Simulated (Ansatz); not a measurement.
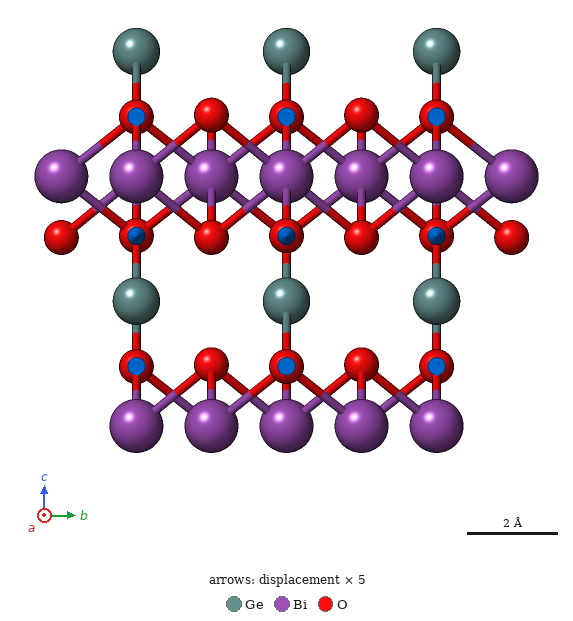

A relaxation of crystalline GeBi2O4 (built on the CaY2Te4-10 type type). The starting structure is drawn; blue arrows show the displacements (the part carried along by the change of the cell is left out), 5 times their true length.

Style: ball-and-stick. Shown: the atoms within 5.8 Å of the atom that moves most (axes of the cell of the calculation), along the a axis.

All numbers below come from DFT, PBEsol, plane waves, PAW in Ansatz 0.2.0. Set-up: plane-wave cutoff 420 eV; k-point mesh 4 × 6 × 4; occupations fermi dirac; smearing width 0.03 eV; no spin polarisation; cell and atoms relaxed; force threshold 0.01 eV/Å; at most 120 steps.

### Which element moves most?

Oxygen: up to 0.15 Å, against 0.00 Å for germanium.

### What did the optimiser do to the structure, and how much energy did it gain?

The energy falls by 68.0 meV per atom in 9 accepted moves (11 points after the start). Largest force component: 0.62 eV/Å at the start, 0.00074 eV/Å at the end. Pressure: 7.38 GPa at the start and 0.01 GPa at the end. At 2 points the geometry stayed and the basis and grid were re-selected for the new cell (energy shift of 5.7 meV per atom at most each time). The largest moves relative to the cell, 0.15 Å, are those of O atoms. Ge and Bi stay in place. The volume changes by +4.8 %, with a 5.758 → 6.002 Å (+4.2 %), b 3.366 → 3.599 Å (+6.9 %), c 5.887 → 5.528 Å (−6.1 %), β 108.0° → 107.8°. Some distances before and after: Ge–O 2.393 → 2.234 Å, Bi–O 2.320 → 2.434 Å, Bi–O 2.366 → 2.452 Å, Bi–O 2.359 → 2.379 Å. Bond angles that change, for instance: O–Bi–O 89.0° → 81.7°, O–Bi–O 91.0° → 98.3°, Bi–O–Bi 91.0° → 98.3°. The space group stays P2/m (No. 10). The run took 37 s on 4 threads of Arm Neoverse V1, with other jobs on the host, peak memory 0.56 GiB.
